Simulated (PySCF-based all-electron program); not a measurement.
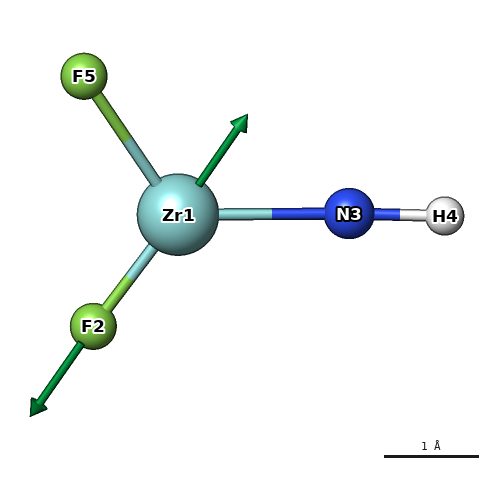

Arrows show the forces on the atoms, 0.04 Å of arrow for 1 eV/Å; forces under a tenth of the largest aren't drawn. Charge 0, singlet. Level of theory: PBE, all-electron, scalar-relativistic (Koelling-Harmon), large uncontracted Gaussian sets (PySCF-based all-electron program).

Along which bond is the force strongest?

Answer. Zr1–F2, now 1.536 Å: the forces push its atoms apart, so a first step downhill lengthens it.

List the force components in the frame of the picture (x right, y up, z towards the viewer), in eV/Å.

```
atom      Fx      Fy     Fz
 Zr1   13.21   19.06   5.66
  F2  −13.83  −19.75  −5.98
  N3    1.46   −0.47  −0.12
  H4   −0.07   −0.13  −0.19
  F5   −0.78    1.28   0.62
```
